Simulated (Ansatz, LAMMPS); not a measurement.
## Electronic structure of K+ BF4- in propylene carbonate and diethyl carbonate at 330 K (197 atoms)

What does DFT give for K+ BF4- in propylene carbonate and diethyl carbonate at 330 K (197 atoms) as built?

Method: Kohn-Sham DFT, r2SCAN+D4, PAW (set soft_2), plane waves, in Ansatz 0.2.0.

## Step 1: The starting structure

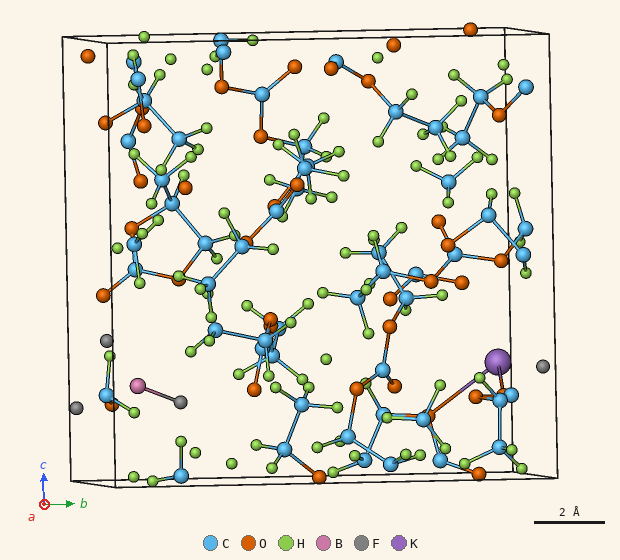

Start, viewed slightly off an axis; carbon blue, oxygen orange, hydrogen green, boron pink, fluorine grey, potassium purple. Bonds to atoms that aren't drawn are left out. Some periodic images of atoms are drawn too.

The cell holds 197 atoms: 55 C, 36 O, 100 H, 1 B, 4 F and 1 K. Its edges and angles: a = 12.788 Å, b = 12.788 Å, c = 12.788 Å, α = 90.0°, β = 90.0°, γ = 90.0°. 5 propylene carbonate, 7 diethyl carbonate, 1 K+, 1 BF4- placed at random, at 1.16 g/cm³; overlaps pushed apart, then 10 ps at 550 K with stiff harmonic cages for PF6 and BF4 with UFF radii; Joung-Cheatham ions (J. Phys. Chem. B 112, 9020 (2008)); MMFF94 bonds, angles, torsions, charges and radii (Halgren, J. Comput. Chem. 17, 490 (1996)) in harmonic and 12-6 forms; charges of ions scaled by 0.8. Snapshot after 30 ps at 330 K and fixed volume.

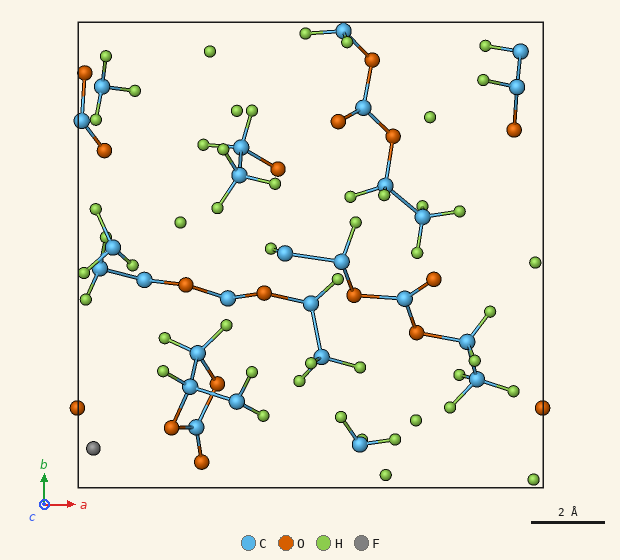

A slice 6 Å thick through the middle of the cell. Bonds to atoms that aren't drawn are left out.

Limits known from the start: The network of contacts between molecules at the start is that of the classical potential that made the cell, and needn't be the one that DFT or experiment would give. The density was typed from a rule of thumb and may lie off the real one at this temperature. Only the Γ point is sampled, in a cell whose shortest periodic width is 13 Å.

## Step 2: The classical run that made the cell

A classical potential makes the cell, at a small fraction of what the same run would cost in DFT.

This step: classical MD, stiff harmonic cages for PF6 and BF4 with UFF radii; Joung-Cheatham ions (J. Phys. Chem. B 112, 9020 (2008)); MMFF94 bonds, angles, torsions, charges and radii (Halgren, J. Comput. Chem. 17, 490 (1996)) in harmonic and 12-6 forms; charges of ions scaled by 0.8 (LAMMPS 22 Jul 2025 - Update 4).

The input, in.lmp:

```
# K+ BF4- in propylene carbonate and diethyl carbonate
units real
atom_style full
boundary p p p
bond_style harmonic
angle_style harmonic
dihedral_style opls
improper_style harmonic
special_bonds lj 0 0 0.5 coul 0 0 0.75
read_data data.lmp
neigh_modify delay 0 every 1 check yes one 4000
comm_modify cutoff 12.0
timestep 0.5
thermo_style custom step time temp pe press density
thermo_modify norm yes
# push overlapping molecules apart
pair_style soft 2.6
pair_coeff * * 0.0
variable a equal ramp(1,60)
fix ad all adapt 1 pair soft a * * v_a
velocity all create 550 238320 mom yes dist gaussian
fix lim all nve/limit 0.03
fix lan all langevin 550 550 50 238321 zero yes
thermo 1000
run 3000 post no
unfix ad
pair_style lj/cut/coul/long 9.0
pair_modify mix arithmetic tail yes
pair_coeff 1 1 0.0678 3.3680   # C
pair_coeff 2 2 0.0763 3.0430   # O
pair_coeff 3 3 0.0678 3.4070   # C
pair_coeff 4 4 0.0763 2.9870   # O
pair_coeff 5 5 0.0216 2.5400   # H
pair_coeff 6 6 0.1800 3.6375   # B
# [... 20 lines left out ...]
compute msd all msd com yes
thermo 7500
fix md all nvt temp 330 330 100
run 30000 post no
print "== T330: mean square displacement over the hold $(c_msd[4]:%.2f) A^2"
unfix md
uncompute msd
write_dump all custom T330.dump id type xs ys zs modify sort id
```

The run is started by

```sh
$ lmp -in in.lmp -log none -nocite
```

Numbers of over 12 decimals in the logs are rounded to 6 here.

The log of the run:

```text
LAMMPS (22 Jul 2025 - Update 4)
Reading data file ...
  orthogonal box = (0 0 0) to (12.78761 12.78761 12.78761)
  197 atoms
  orthogonal box = (0 0 0) to (12.78761 12.78761 12.78761)
  194 bonds
  318 angles
  336 dihedrals
  12 impropers
WARNING: Bond/angle/dihedral extent > half of periodic box length
   Step          Time           Temp          PotEng         Press         Density
         0   0              550            0.27253856     2702.165       1.1619987
      1000   500            508.15773      1.7163215      18416.324      1.1619987
      2000   1000           471.52762      1.732006       27061.588      1.1619987
      3000   1500           545.13368      1.5792049      22934.654      1.1619987
WARNING: Bond/angle/dihedral extent > half of periodic box length
Loop time of 0.377938 s on 1 MPI rank(s) for 3000 steps with 197 atoms
PPPM initialization ...
  G vector (1/distance) = 0.30108952
  grid = 8 8 8
  estimated relative force accuracy = 2.0097597e-05
WARNING: Bond/angle/dihedral extent > half of periodic box length
   Step          Time           Temp          PotEng         Press         Density
      3000   1500           545.13368     -1.065876       4914.8454      1.1619987
[... 17 lines left out ...]
Loop time of 1.30872 s on 1 MPI rank(s) for 2000 steps with 197 atoms
WARNING: Bond/angle/dihedral extent > half of periodic box length
   Step          Time           Temp          PotEng         Press         Density
      2000   1000           485.09149     -1.4903174      13328.137      1.1619987
[... 5 lines left out ...]
WARNING: Bond/angle/dihedral extent > half of periodic box length
Loop time of 6.87955 s on 1 MPI rank(s) for 10000 steps with 197 atoms
WARNING: Bond/angle/dihedral extent > half of periodic box length
   Step          Time           Temp          PotEng         Press         Density
[... 4 lines left out ...]
WARNING: Bond/angle/dihedral extent > half of periodic box length
Loop time of 3.46505 s on 1 MPI rank(s) for 5000 steps with 197 atoms
WARNING: Bond/angle/dihedral extent > half of periodic box length
   Step          Time           Temp          PotEng         Press         Density
[... 2 lines left out ...]
     30000   29000          323.10034     -2.1552079      2217.1422      1.1619987
     37500   36500          309.19589     -2.1530131      205.00737      1.1619987
     45000   44000          304.88694     -2.2716209     -4790.5119      1.1619987
     47000   46000          281.64901     -2.1974914     -1771.4759      1.1619987
WARNING: Bond/angle/dihedral extent > half of periodic box length
Loop time of 20.1094 s on 1 MPI rank(s) for 30000 steps with 197 atoms
== T330: mean square displacement over the hold 7.49 A^2
```

Run time: 33 s. Hardware: 1 thread of Arm Neoverse V2, shared host; peak memory 0.13 GiB.

The input also reads data.lmp (atoms, bonds and types; not printed here).

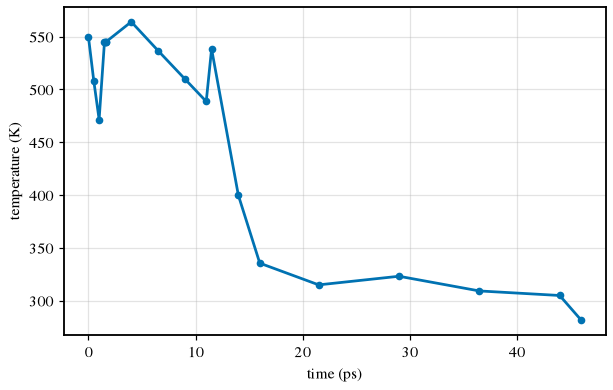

Temperature against time.

[end of part 1 of 3]

[Logs are printed without paths, hosts, clocks, repeated set-up lines and the standing remarks that a program may print on its own settings, such as how far it seeks lower states.]

[Hosts, paths, dates, database ids (printed as entryN), source tags and the programs' standing remarks are cut or masked in the printed files.]

[The MMFF94 radii named for the starting cell were scaled by 0.96; in molecules described by MMFF94, hydrogen bound to N, O or S took a small fixed 12-6 site in their place.]
